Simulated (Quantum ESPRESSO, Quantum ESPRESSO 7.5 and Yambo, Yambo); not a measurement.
# ZnSe (Stilleite): G0W0 with Yambo, start to end

Wanted: ground state, empty states, screening and self-energy for ZnSe (Stilleite).

Calculated with Quantum ESPRESSO 7.5 and Yambo 5.3.0; PBE and many-body steps on it, plane waves.

**The experiments to reproduce.**

- Gap 2.695 ± 0.003 eV: excitonic gap from free-exciton PL, not corrected for exciton binding; photoluminescence; 300 K; bulk crystal (Bridgman-grown crystal, polished and etched) (“Alloy Disordering Effects on the Thermal Conductivity and Energy Gap Temperature Dependence of Cd1−xZnxSe Ternary Crystals Grown by the Bridgman Method”, 2023, pmc:10253836).

## 1. The starting structure

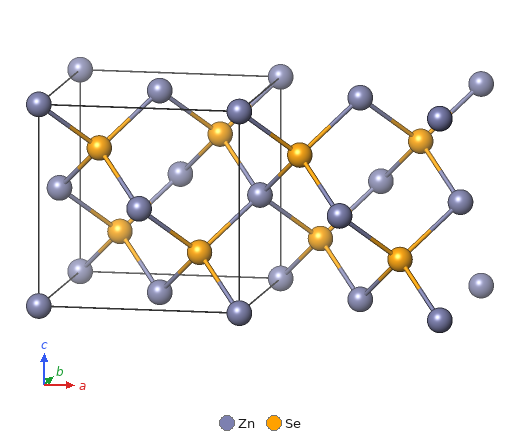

Start, viewed slightly off an axis; zinc blue, selenium orange. 2×1×1 cells are drawn. This picture shows the conventional cell, with its axes. Bonds to atoms that aren't drawn are left out. Some periodic images of atoms are drawn too.

The cell and positions come from the Crystallography Open Database and are kept as given unless a step says otherwise.

## 2. Ground state

This step: Quantum ESPRESSO 7.5; DFT, PBE, plane waves, norm-conserving pseudopotentials.

The ground-state density comes first.

File pw.in:

```
&control
  calculation = 'scf'
  prefix = 'x'
  outdir = 'o'
  pseudo_dir = 'pseudo'
/
&system
  ibrav = 0
  nat = 2
  ntyp = 2
  ecutwfc = 104.0
  nbnd = 27
  force_symmorphic = .true.
/
&electrons
  conv_thr = 1e-10
  electron_maxstep = 80
  mixing_beta = 0.5
/
ATOMIC_SPECIES
  Zn 65.38 Zn.upf
  Se 78.971 Se.upf
CELL_PARAMETERS angstrom
  -0.0000000000 2.8338000000 2.8338000000
  2.8338000000 -0.0000000000 2.8338000000
  2.8338000000 2.8338000000 0.0000000000
ATOMIC_POSITIONS crystal
  Zn 0.0000000000 0.0000000000 0.0000000000
  Se 0.2500000000 0.2500000000 0.2500000000
K_POINTS automatic
  6 6 6 0 0 0
```

Launch:

```bash
$ OMP_NUM_THREADS=1 mpirun -n 8 pw.x -nk 8 -in pw.in > pw.out
```

The log of the run:

```text
Program PWSCF v.7.5 starts

     This program is part of the open-source Quantum ESPRESSO suite
     for quantum simulation of materials; please cite
         "P. Giannozzi et al., J. Phys.:Condens. Matter 21 395502 (2009);
         "P. Giannozzi et al., J. Phys.:Condens. Matter 29 465901 (2017);
         "P. Giannozzi et al., J. Chem. Phys. 152 154105 (2020);
     in publications or presentations arising from this work. More details at
     Message from routine setup:
     using ibrav=0 with symmetry is DISCOURAGED, use correct ibrav instead

     G-vector sticks info

     bravais-lattice index     =            0
     lattice parameter (alat)  =       7.5733  a.u.
     unit-cell volume          =     307.1384 (a.u.)^3
     number of atoms/cell      =            2
     number of atomic types    =            2
     number of electrons       =        44.00
     number of Kohn-Sham states=           27
     kinetic-energy cutoff     =     104.0000  Ry
     charge density cutoff     =     416.0000  Ry
     scf convergence threshold =      1.0E-10
     mixing beta               =       0.5000
     number of iterations used =            8  plain     mixing
     Exchange-correlation= PBE
                           (   1   4   3   4   0   0   0)

     celldm(1)=   7.573263  celldm(2)=   0.000000  celldm(3)=   0.000000
     celldm(4)=   0.000000  celldm(5)=   0.000000  celldm(6)=   0.000000

     crystal axes: (cart. coord. in units of alat)
               a(1) = (  -0.000000   0.707107   0.707107 )
               a(2) = (   0.707107  -0.000000   0.707107 )
               a(3) = (   0.707107   0.707107   0.000000 )

     reciprocal axes: (cart. coord. in units 2 pi/alat)
               b(1) = ( -0.707107  0.707107  0.707107 )
               b(2) = (  0.707107 -0.707107  0.707107 )
               b(3) = (  0.707107  0.707107 -0.707107 )
     Pseudo is Norm-conserving + core correction, Zval = 20.0
     Generated using ONCVPSP code by D. R. Hamann
     Using radial grid of 1326 points,  6 beta functions with:
     Pseudo is Norm-conserving + core correction, Zval = 24.0
     Generated using ONCVPSP code by D. R. Hamann
     Using radial grid of 1214 points,  6 beta functions with:
     Zn               20.00    65.38000     Zn( 1.00)
     Se               24.00    78.97100     Se( 1.00)

     24 Sym. Ops. (no inversion) found

   Cartesian axes

     site n.     atom                  positions (alat units)
         1        Zn     tau(   1) = (   0.0000000   0.0000000   0.0000000  )
         2        Se     tau(   2) = (   0.3535534   0.3535534   0.3535534  )

     number of k points=    16
                       cart. coord. in units 2pi/alat
        k(    1) = (   0.0000000   0.0000000   0.0000000), wk =   0.0092593
        k(    2) = (   0.1178511   0.1178511  -0.1178511), wk =   0.0740741
        k(    3) = (   0.2357023   0.2357023  -0.2357023), wk =   0.0740741
        k(    4) = (  -0.3535534  -0.3535534   0.3535534), wk =   0.0370370
        k(    5) = (   0.2357023   0.0000000  -0.0000000), wk =   0.0555556
        k(    6) = (   0.3535534   0.1178511  -0.1178511), wk =   0.2222222
        k(    7) = (  -0.2357023  -0.4714045   0.4714045), wk =   0.2222222
        k(    8) = (  -0.1178511  -0.3535534   0.3535534), wk =   0.2222222
        k(    9) = (   0.0000000  -0.2357023   0.2357023), wk =   0.1111111
        k(   10) = (   0.4714045   0.0000000  -0.0000000), wk =   0.0555556
     [... 4 further rows ...]
        k(   15) = (  -0.1178511  -0.3535534   0.5892557), wk =   0.2222222
        k(   16) = (  -0.7071068   0.2357023   0.0000000), wk =   0.1111111

     Dense  grid:    44039 G-vectors     FFT dimensions: (  50,  50,  50)

     Initial potential from superposition of free atoms

     starting charge      43.9998, renormalised to      44.0000
     Starting wfcs are   23 randomized atomic wfcs +    4 random wfcs

     per-process dynamical memory:    32.7 Mb

     Self-consistent Calculation

     iteration #  1     ecut=   104.00 Ry     beta= 0.50

     Threshold (ethr) on eigenvalues was too large:
     Diagonalizing with lowered threshold

     total energy              =   -1094.69458315 Ry
     estimated scf accuracy    <       0.06866874 Ry

     iteration #  2     ecut=   104.00 Ry     beta= 0.50

     total energy              =   -1094.71110296 Ry
     estimated scf accuracy    <       0.00758633 Ry

     iteration #  3     ecut=   104.00 Ry     beta= 0.50

     total energy              =   -1094.71208362 Ry
     estimated scf accuracy    <       0.00096084 Ry

     iteration #  4     ecut=   104.00 Ry     beta= 0.50

     total energy              =   -1094.71214413 Ry
     estimated scf accuracy    <       0.00004366 Ry

     iteration #  5     ecut=   104.00 Ry     beta= 0.50

     total energy              =   -1094.71215037 Ry
     estimated scf accuracy    <       0.00000277 Ry

     iteration #  6     ecut=   104.00 Ry     beta= 0.50

     total energy              =   -1094.71215092 Ry
     estimated scf accuracy    <       0.00000008 Ry

     iteration #  7     ecut=   104.00 Ry     beta= 0.50

     total energy              =   -1094.71215094 Ry
     estimated scf accuracy    <          6.6E-09 Ry

     iteration #  8     ecut=   104.00 Ry     beta= 0.50

     total energy              =   -1094.71215094 Ry
     estimated scf accuracy    <          7.5E-10 Ry

     iteration #  9     ecut=   104.00 Ry     beta= 0.50

     total energy              =   -1094.71215094 Ry
     estimated scf accuracy    <          7.8E-10 Ry

     iteration # 10     ecut=   104.00 Ry     beta= 0.50

     End of self-consistent calculation

          k = 0.0000 0.0000 0.0000 (  5577 PWs)   bands (ev):

  -198.4430-137.9212-137.9212-137.9212-116.4660 -70.6256 -70.6256 -70.6256
   -38.0966 -38.0966 -38.0966 -38.0925 -38.0925  -4.4790   2.2368   2.2368
     2.2368   2.6049   2.6049   8.7791   8.7791   8.7791  10.0703  14.5929
    14.5929  14.5929  18.7189

          k = 0.1179 0.1179-0.1179 (  5510 PWs)   bands (ev):

  -198.4430-137.9212-137.9212-137.9212-116.4660 -70.6256 -70.6256 -70.6256
   -38.0966 -38.0965 -38.0965 -38.0924 -38.0924  -4.3047   2.2533   2.2634
     2.2634   2.6032   2.6032   6.8758   8.5270   8.5270  11.3325  14.6604
    14.9952  14.9952  19.2604

          k = 0.2357 0.2357-0.2357 (  5504 PWs)   bands (ev):

  -198.4430-137.9212-137.9212-137.9212-116.4660 -70.6257 -70.6256 -70.6256
   -38.0965 -38.0964 -38.0964 -38.0924 -38.0924  -3.9136   2.3079   2.3079
     2.4075   2.6115   2.6115   4.7258   8.1000   8.1000  11.4635  15.2671
    15.2671  16.3556  19.2138

          k =-0.3536-0.3536 0.3536 (  5480 PWs)   bands (ev):

     [... further k-points ...]

     highest occupied, lowest unoccupied level (ev):     8.7791   10.0703

!    total energy              =   -1094.71215094 Ry
     estimated scf accuracy    <          1.6E-12 Ry

     The total energy is the sum of the following terms:
     one-electron contribution =    -960.68639616 Ry
     hartree contribution      =     458.33134342 Ry
     xc contribution           =    -102.66706953 Ry
     ewald contribution        =    -489.69002867 Ry

     convergence has been achieved in  10 iterations

     XML data file, charge density, pseudopotentials, collected wavefunctions

=------------------------------------------------------------------------------=
   JOB DONE.
=------------------------------------------------------------------------------=
```

Run time: 7 s. Hardware: 8 MPI ranks of Arm Neoverse V2, shared host; peak memory 0.62 GiB; 56 s of CPU time.

Numbers from this step:

```yaml
total_energy: -14894.3176 eV
gap: 1.291 eV
k_of_the_valence_top: 0, 0, 0
k_of_the_conduction_bottom: 0, 0, 0
least_direct_gap: 1.291 eV
```

The gap is direct, at Γ.

## 3. Bands along the symmetry lines

Levels along a band path, at the cheap level, show where the edges lie and whether the meshes to come will hold them.

File pw.in:

```
&control
  calculation = 'bands'
  prefix = 'x'
  outdir = 'o'
  pseudo_dir = 'pseudo'
/
&system
  ibrav = 0
  nat = 2
  ntyp = 2
  ecutwfc = 104.0
  nbnd = 28
  force_symmorphic = .true.
/
&electrons
  conv_thr = 1e-9
  electron_maxstep = 80
  diago_full_acc = .true.
  diago_thr_init = 5e-6
/
ATOMIC_SPECIES
  Zn 65.38 Zn.upf
  Se 78.971 Se.upf
CELL_PARAMETERS angstrom
  -0.0000000000 2.8338000000 2.8338000000
  2.8338000000 -0.0000000000 2.8338000000
  2.8338000000 2.8338000000 0.0000000000
ATOMIC_POSITIONS crystal
  Zn 0.0000000000 0.0000000000 0.0000000000
  Se 0.2500000000 0.2500000000 0.2500000000
K_POINTS crystal
  50
  0.00000000 0.00000000 0.00000000 1
  -0.06250000 -0.06250000 0.00000000 1
  -0.12500000 -0.12500000 0.00000000 1
  -0.18750000 -0.18750000 0.00000000 1
  -0.25000000 -0.25000000 0.00000000 1
  -0.31250000 -0.31250000 0.00000000 1
  -0.37500000 -0.37500000 0.00000000 1
  -0.43750000 -0.43750000 0.00000000 1
  -0.50000000 -0.50000000 0.00000000 1
  -0.48437500 -0.48437500 0.03125000 1
  -0.46875000 -0.46875000 0.06250000 1
  -0.45312500 -0.45312500 0.09375000 1
  -0.43750000 -0.43750000 0.12500000 1
  -0.42187500 -0.42187500 0.15625000 1
  -0.40625000 -0.40625000 0.18750000 1
  -0.39062500 -0.39062500 0.21875000 1
  -0.37500000 -0.37500000 0.25000000 1
  -0.37500000 0.00000000 0.37500000 1
  -0.32812500 0.00000000 0.32812500 1
  -0.28125000 0.00000000 0.28125000 1
  -0.23437500 0.00000000 0.23437500 1
  -0.18750000 0.00000000 0.18750000 1
  -0.14062500 0.00000000 0.14062500 1
  -0.09375000 0.00000000 0.09375000 1
  -0.04687500 0.00000000 0.04687500 1
  0.00000000 0.00000000 0.00000000 1
  0.00000000 0.00000000 0.06250000 1
  0.00000000 0.00000000 0.12500000 1
  0.00000000 0.00000000 0.18750000 1
  0.00000000 0.00000000 0.25000000 1
  0.00000000 0.00000000 0.31250000 1
  0.00000000 0.00000000 0.37500000 1
  0.00000000 0.00000000 0.43750000 1
  0.00000000 0.00000000 0.50000000 1
  -0.06250000 -0.03125000 0.46875000 1
  -0.12500000 -0.06250000 0.43750000 1
  -0.18750000 -0.09375000 0.40625000 1
  -0.25000000 -0.12500000 0.37500000 1
  -0.31250000 -0.15625000 0.34375000 1
  -0.37500000 -0.18750000 0.31250000 1
  -0.43750000 -0.21875000 0.28125000 1
  -0.50000000 -0.25000000 0.25000000 1
  -0.50000000 -0.28125000 0.21875000 1
  -0.50000000 -0.31250000 0.18750000 1
  -0.50000000 -0.34375000 0.15625000 1
  -0.50000000 -0.37500000 0.12500000 1
  -0.50000000 -0.40625000 0.09375000 1
  -0.50000000 -0.43750000 0.06250000 1
  -0.50000000 -0.46875000 0.03125000 1
  -0.50000000 -0.50000000 0.00000000 1
```

The log of the run:

```text
[banner, memory and clock lines left out]
Program PWSCF v.7.5 starts

     Atomic positions and unit cell read from directory:
     o/x.save/

     Message from routine setup:
     using ibrav=0 with symmetry is DISCOURAGED, use correct ibrav instead

     G-vector sticks info

     bravais-lattice index     =            0
     lattice parameter (alat)  =       7.5733  a.u.
     unit-cell volume          =     307.1384 (a.u.)^3
     number of atoms/cell      =            2
     number of atomic types    =            2
     number of electrons       =        44.00
     number of Kohn-Sham states=           28
     kinetic-energy cutoff     =     104.0000  Ry
     charge density cutoff     =     416.0000  Ry
     Exchange-correlation= PBE
                           (   1   4   3   4   0   0   0)

     celldm(1)=   7.573263  celldm(2)=   0.000000  celldm(3)=   0.000000
     celldm(4)=   0.000000  celldm(5)=   0.000000  celldm(6)=   0.000000

     crystal axes: (cart. coord. in units of alat)
               a(1) = (  -0.000000   0.707107   0.707107 )
               a(2) = (   0.707107  -0.000000   0.707107 )
               a(3) = (   0.707107   0.707107   0.000000 )

     reciprocal axes: (cart. coord. in units 2 pi/alat)
               b(1) = ( -0.707107  0.707107  0.707107 )
               b(2) = (  0.707107 -0.707107  0.707107 )
               b(3) = (  0.707107  0.707107 -0.707107 )
     Pseudo is Norm-conserving + core correction, Zval = 20.0
     Generated using ONCVPSP code by D. R. Hamann
     Using radial grid of 1326 points,  6 beta functions with:
     Pseudo is Norm-conserving + core correction, Zval = 24.0
     Generated using ONCVPSP code by D. R. Hamann
     Using radial grid of 1214 points,  6 beta functions with:
     Zn               20.00    65.38000     Zn( 1.00)
     Se               24.00    78.97100     Se( 1.00)

     24 Sym. Ops. (no inversion) found

   Cartesian axes

     site n.     atom                  positions (alat units)
         1        Zn     tau(   1) = (   0.0000000   0.0000000   0.0000000  )
         2        Se     tau(   2) = (   0.3535534   0.3535534   0.3535534  )

     number of k points=    50
                       cart. coord. in units 2pi/alat
        k(    1) = (   0.0000000   0.0000000   0.0000000), wk =   0.0400000
        k(    2) = (   0.0000000   0.0000000  -0.0883883), wk =   0.0400000
        k(    3) = (   0.0000000   0.0000000  -0.1767767), wk =   0.0400000
[...]
[... 38 further rows ...]
        k(   49) = (   0.0441942  -0.0000000  -0.7071068), wk =   0.0400000
        k(   50) = (   0.0000000   0.0000000  -0.7071068), wk =   0.0400000

     Dense  grid:    44039 G-vectors     FFT dimensions: (  50,  50,  50)

     The potential is recalculated from file :
     o/x.save/charge-density

     Starting wfcs are   23 randomized atomic wfcs +    5 random wfcs

     Band Structure Calculation

     End of band structure calculation

          k = 0.0000 0.0000 0.0000 (  5577 PWs)   bands (ev):

  -198.4430-137.9212-137.9212-137.9212-116.4660 -70.6256 -70.6256 -70.6256
   -38.0966 -38.0966 -38.0966 -38.0925 -38.0925  -4.4790   2.2368   2.2368
     2.2368   2.6048   2.6048   8.7791   8.7791   8.7791  10.0703  14.5929
    14.5929  14.5929  18.7189  20.2713

          k = 0.0000 0.0000-0.0884 (  5533 PWs)   bands (ev):

  -198.4430-137.9212-137.9212-137.9212-116.4660 -70.6257 -70.6256 -70.6256
   -38.0966 -38.0965 -38.0965 -38.0925 -38.0924  -4.4446   2.2344   2.2444
[...]
14.7705  14.7705  19.0507  19.4940

          k = 0.0000 0.0000-0.1768 (  5513 PWs)   bands (ev):

  -198.4430-137.9212-137.9212-137.9212-116.4660 -70.6257 -70.6257 -70.6257
[...]
15.2587  15.2587  18.2447  20.0328

          k =-0.0000 0.0000-0.2652 (  5525 PWs)   bands (ev):

[...]
k = 0.0000 0.0000-0.3536 (  5457 PWs)   bands (ev):

[...]
k = 0.0000-0.0000-0.4419 (  5498 PWs)   bands (ev):

[...]
k =-0.0000 0.0000-0.5303 (  5514 PWs)   bands (ev):

[...]
k = 0.0000-0.0000-0.6187 (  5514 PWs)   bands (ev):

[...]
k = 0.5303-0.0000-0.5303 (  5486 PWs)   bands (ev):

[...]
k = 0.0000 0.0000 0.0000 (  5577 PWs)   bands (ev):

[...]
k = 0.1326 0.0000-0.7071 (  5496 PWs)   bands (ev):

[...]
k = 0.0884-0.0000-0.7071 (  5482 PWs)   bands (ev):

[...]
k = 0.0442-0.0000-0.7071 (  5482 PWs)   bands (ev):

  -198.4430-137.9212-137.9212-137.9212-116.4660 -70.6257 -70.6257 -70.6257
[...]
19.3693  19.8449  20.0979  22.7171

          k = 0.0000 0.0000-0.7071 (  5514 PWs)   bands (ev):

  -198.4430-137.9212-137.9212-137.9212-116.4660 -70.6257 -70.6257 -70.6257
   -38.0967 -38.0962 -38.0962 -38.0925 -38.0923  -3.4224   2.2680   2.4896
     2.4896   2.6531   2.7852   4.0297   6.5968   6.5968  11.7736  12.2469
    19.5147  20.0353  20.0353  22.7657

     XML data file, pseudopotentials, collected wavefunctions
```

Wall time 4.7 s (8 MPI ranks); peak memory 0.54 GiB; 37 s of CPU time.

Numbers from this step:

```yaml
gap: 1.291 eV
k_of_the_valence_top: 0, 0, 0
k_of_the_conduction_bottom: 0, 0, 0
least_direct_gap: 1.291 eV
```

The gap is 1.291 eV, as in the run before at this level.

Electronic bands along the path, in eV, zero at the top of the highest filled band:

```csv
point,band 19,band 20,band 21,band 22,band 23,band 24,band 25,band 26
Γ,-6.17,0.00,0.00,0.00,1.29,5.81,5.81,5.81
X,-5.99,-4.75,-2.18,-2.18,2.99,3.47,10.74,11.26
U,-5.91,-4.71,-3.08,-1.79,3.59,5.60,9.05,9.28
jump to K,-5.91,-4.71,-3.08,-1.79,3.59,5.60,9.05,9.28
Γ,-6.17,0.00,0.00,0.00,1.29,5.81,5.81,5.81
L,-6.01,-5.22,-0.87,-0.87,2.55,6.39,6.39,8.58
W,-5.87,-4.68,-2.76,-2.66,5.49,5.56,6.97,7.72
X,-5.99,-4.75,-2.18,-2.18,2.99,3.47,10.74,11.26
```

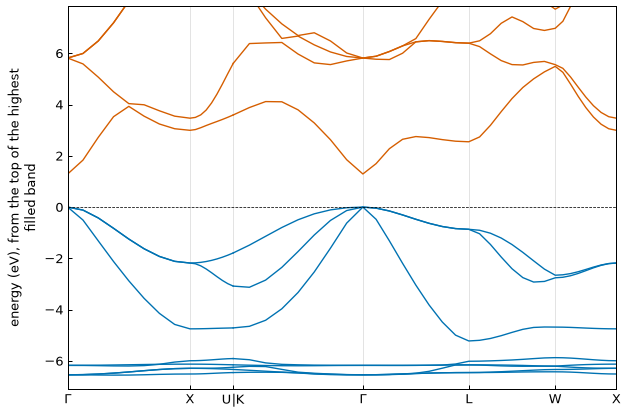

Electronic bands along the path; lines of filled and empty bands in two colours.

(Continued in part 2 of 3.)

[Paths, hosts, dates, memory and timing lines, banners, echoed tables and standing remarks are left out of the program output.]

[Logs are printed without paths, hosts, clocks, repeated set-up lines and the standing remarks that a program may print on its own settings, such as how far it seeks lower states.]

[Runs of the session that timed out or met a known fault of the program may be left out.]

[Hosts, paths, dates, database ids (printed as entryN), source tags and the programs' standing remarks are cut or masked in the printed files.]
